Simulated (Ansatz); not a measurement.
## What Si → Ti does to Si

The parent structure is Si in the diamond structure (space group Fd-3m, No. 227; a = 5.444 Å).

It is then changed as follows: every Si is replaced by Ti, then cell and atoms are relaxed.

Calculations: r2SCAN (Ansatz, a program for electronic structure; PAW; 500 eV plane waves; without spin-orbit coupling). k-mesh 15×15×15 (Γ-centred); smearing 0.05 eV (Fermi–Dirac), for the changed cell.

The volume per atom goes up by 1.184 Å³ to 21.36 Å³ and the lattice parameter a grows by 0.1045 Å to 5.549 Å. The space group is still Fd-3m (No. 227) and the shortest interatomic distance rises by 0.0452 Å to 2.403 Å. The band gap becomes zero (base: 0.78 eV).

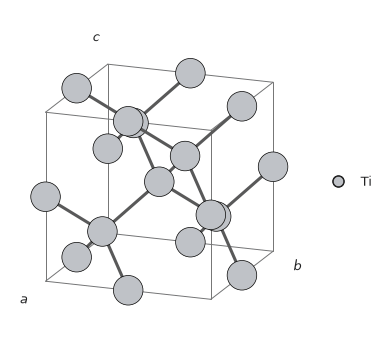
*The relaxed conventional cell after the change*

No phonon test of stability was made. As relaxed here, Ti is a hypothetical phase, not in the database extracts checked. The final runs are not spin-polarised. Ti has a high density of states at the Fermi level and may be magnetic at this level.
